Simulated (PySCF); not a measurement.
## A study: C$_{3}$H$_{7}$ClSi, SMILES `C=CC[SiH2]Cl`

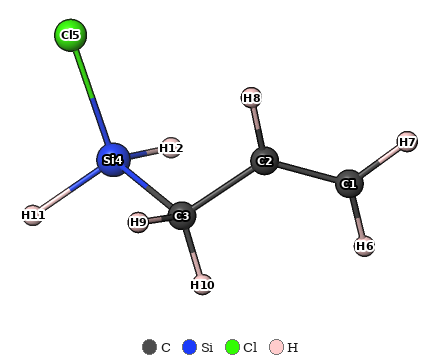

The molecule, with its atoms numbered as below. No frequency check shows the geometry to be a minimum.

Cartesian coordinates (Å):

```
C1       2.8095    0.4874   -0.4296
C2       1.7030    0.5282    0.2899
C3       0.9319   -0.6732    0.7202
Si4     -0.6842   -0.8656   -0.2815
Cl5     -1.8458    0.7527    0.0291
H6       3.2471   -0.4477   -0.7405
H7       3.3289    1.3805   -0.7314
H8       1.2838    1.4804    0.5880
H9       0.6884   -0.5860    1.7812
H10      1.5421   -1.5678    0.5954
H11     -1.4127   -2.0459    0.1798
H12     -0.3876   -0.9457   -1.7089
```

## 1. Bonding charge

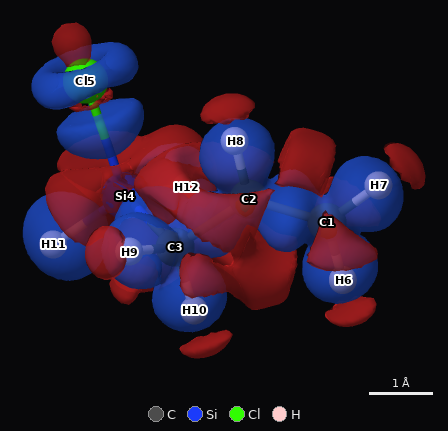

Deformation density (molecule less spherical, spin-averaged free atoms at the same positions), surfaces at ±0.04 e/Å³; blue: gain, red: loss.

Computed with PySCF, PBE/def2-TZVP, geometry: GFN2-xTB.

Question: How much density has each bond gained at its critical point, relative to the free atoms?

Answer: The five largest and four smallest: C1–C2: +0.75 e/Å³ at the bond critical point (bond length 1.32 Å, Mayer order 2.0). C2–H8: +0.72 e/Å³ at the bond critical point (bond length 1.08 Å, Mayer order 0.9). C1–H7: +0.72 e/Å³ at the bond critical point (bond length 1.08 Å, Mayer order 1.0). C1–H6: +0.71 e/Å³ at the bond critical point (bond length 1.08 Å, Mayer order 1.0). C3–H10: +0.65 e/Å³ at the bond critical point (bond length 1.09 Å, Mayer order 0.9). Si4–H12: +0.24 e/Å³ at the bond critical point (bond length 1.46 Å, Mayer order 0.9). Si4–H11: +0.24 e/Å³ at the bond critical point (bond length 1.46 Å, Mayer order 0.9). C3–Si4: +0.18 e/Å³ at the bond critical point (bond length 1.91 Å, Mayer order 1.0). Si4–Cl5: +0.07 e/Å³ at the bond critical point (bond length 2.02 Å, Mayer order 1.2); up to 0.6 Å beside the axis the gain reaches +0.20 e/Å³. In all, 2.5 electrons gather in the regions of gain relative to the promolecule. A small or negative value marks a very polar bond, one between electron-rich atoms, whose free-atom densities already overlap strongly, a long bond to a heavier atom, or a closed-shell contact such as a hydrogen bond.

Question: Where do the Hirshfeld charges lie?

Answer: The highest Hirshfeld charge is on Si4 (+0.32 e), the lowest on C3 (−0.15 e).

## 2. Bond critical points

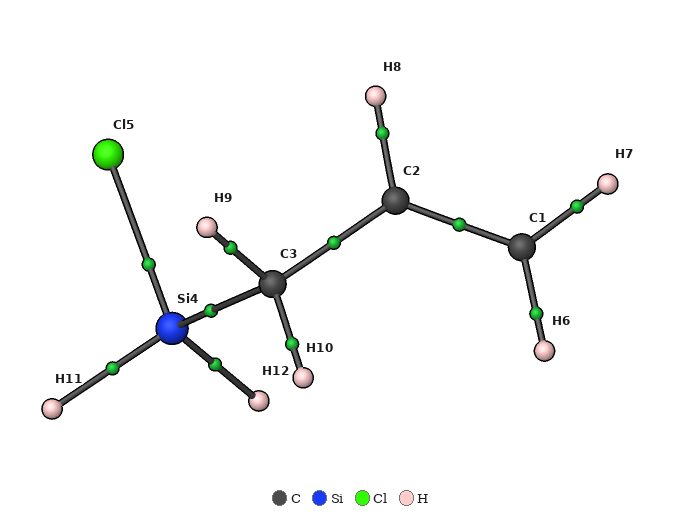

Molecular graph of the electron density (QTAIM): bond paths, bond critical points (green), ring points (magenta, if any); weak paths are dashed.

Question: How many critical points of each kind are there, and does the count close?

Answer: 12 nuclei, 11 bond, 0 ring and 0 cage critical points: 12 − 11 + 0 − 0 = 1, as the Poincaré–Hopf relation requires.

Question: Give the properties at the bond critical points.

Answer:
```json
{"bond": "C1–C2", "length (Å)": "1.321", "ρ (a.u.)": "0.356", "∇²ρ (a.u.)": "−1.08", "ε": "0.32", "H (a.u.)": "−0.421"}
{"bond": "C1–H7", "length (Å)": "1.076", "ρ (a.u.)": "0.285", "∇²ρ (a.u.)": "−1.00", "ε": "0.02", "H (a.u.)": "−0.291"}
{"bond": "C2–H8", "length (Å)": "1.082", "ρ (a.u.)": "0.285", "∇²ρ (a.u.)": "−0.99", "ε": "0.01", "H (a.u.)": "−0.289"}
{"bond": "C1–H6", "length (Å)": "1.078", "ρ (a.u.)": "0.284", "∇²ρ (a.u.)": "−0.98", "ε": "0.01", "H (a.u.)": "−0.289"}
{"bond": "C3–H10", "length (Å)": "1.090", "ρ (a.u.)": "0.273", "∇²ρ (a.u.)": "−0.90", "ε": "0.02", "H (a.u.)": "−0.271"}
{"bond": "C3–H9", "length (Å)": "1.092", "ρ (a.u.)": "0.271", "∇²ρ (a.u.)": "−0.89", "ε": "0.03", "H (a.u.)": "−0.268"}
{"bond": "C2–C3", "length (Å)": "1.491", "ρ (a.u.)": "0.257", "∇²ρ (a.u.)": "−0.64", "ε": "0.06", "H (a.u.)": "−0.229"}
{"bond": "Si4–H12", "length (Å)": "1.460", "ρ (a.u.)": "0.128", "∇²ρ (a.u.)": "+0.16", "ε": "0.01", "H (a.u.)": "−0.082"}
{"bond": "Si4–H11", "length (Å)": "1.462", "ρ (a.u.)": "0.127", "∇²ρ (a.u.)": "+0.16", "ε": "0.01", "H (a.u.)": "−0.081"}
{"bond": "C3–Si4", "length (Å)": "1.911", "ρ (a.u.)": "0.116", "∇²ρ (a.u.)": "+0.10", "ε": "0.01", "H (a.u.)": "−0.072"}
{"bond": "Si4–Cl5", "length (Å)": "2.016", "ρ (a.u.)": "0.105", "∇²ρ (a.u.)": "+0.26", "ε": "0.00", "H (a.u.)": "−0.054"}
```

Question: What kind of interaction is Si4–H11?

Answer: Polar or intermediate (positive Laplacian, negative energy density H): ρ = 0.127, ∇²ρ = +0.16, H = −0.081 a.u.

## 3. Local ionisation energy

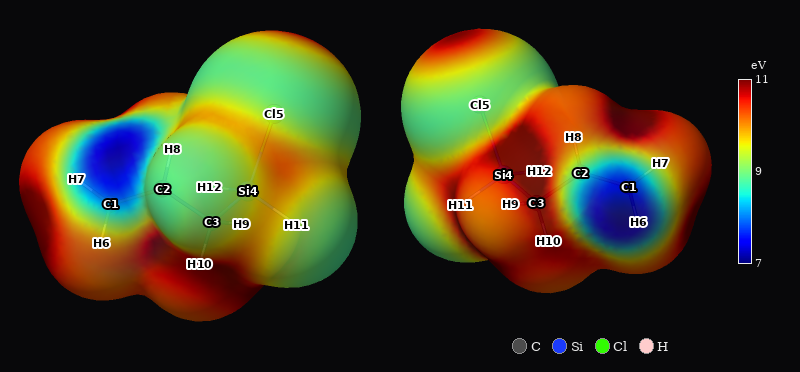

Average local ionisation energy on the surface of electron density 0.001 a.u. (back view left, front view right).

Question: Where are the most loosely bound electrons on this surface?

Answer: The lowest value is 7.2 eV, over C1, off the plane of its three bonds (2.1 Å). Further minima include 8.8 eV, 1.5 Å from H11; 8.8 eV, 2.1 Å from Cl5; 8.8 eV, 2.1 Å from Cl5. For comparison, the highest occupied orbital lies at −6.2 eV.

## 4. Excited states

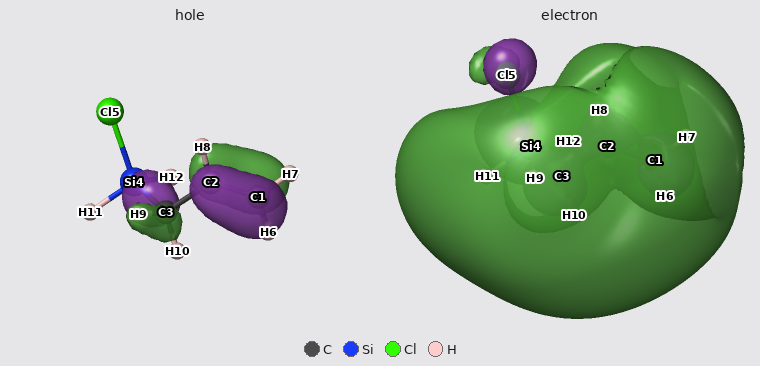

Leading natural transition orbital pair of S₂ (TDA singlet states); the surfaces enclose about 70 % of each orbital's density.

Computed with PySCF, PBE0/6-311+G**, geometry: GFN2-xTB.

Question: Give its energy and the atoms that hole and electron lie on.

Answer: 6.44 eV (192 nm), f = 0.015, diffuse (Rydberg-like) orbital; the leading pair carries 100 %; hole on C1 (37 %), C2 (27 %) and C3 (11 %), electron on Si4 (21 %), C1 and C3 (11 % each) and H9 and H10 (10 % each) (atom shares of so diffuse an orbital are rough); their centroids lie 1.2 Å apart. In canonical orbitals it is mainly HOMO → LUMO+1 (62 %). The HOMO–LUMO gap is 7.10 eV.

## 5. Removing or adding an electron

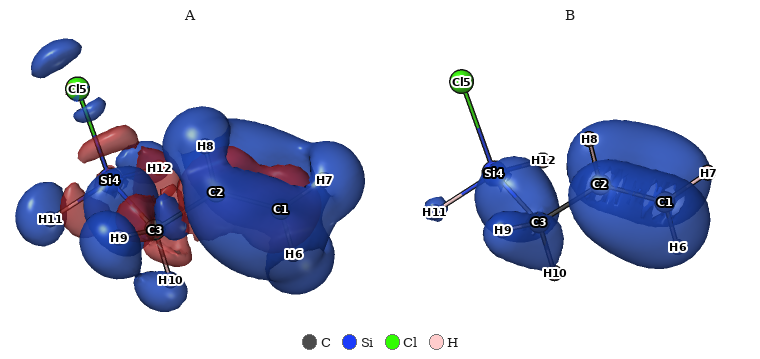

The Fukui function f⁻ from two separate SCF calculations and the density of the HOMO, at ±0.015 e/Å³ (blue positive, red negative).

PySCF calculation, HF/def2-SVPD, gas phase; geometry: GFN2-xTB.

Question: Which panel is which, and how good is the frozen-orbital picture?

Answer: A is f⁻ (it has negative regions), B the HOMO density. The HOMO lies on C1 (38 %), C2 (29 %) and C3 (10 %); f⁻ (Hirshfeld-condensed) is largest on C1 (0.27) and C2 (0.23); the vertical ionisation energy is 8.32 eV (the stability of the cation's solution wasn't checked). Relaxation shifts 26 % of the electron between atoms. The orbital energy is −9.74 eV.

The PySCF runs shown took 41 s, 8.2 min and 4 min on 1 thread of Arm Neoverse V2, with other jobs on the host.
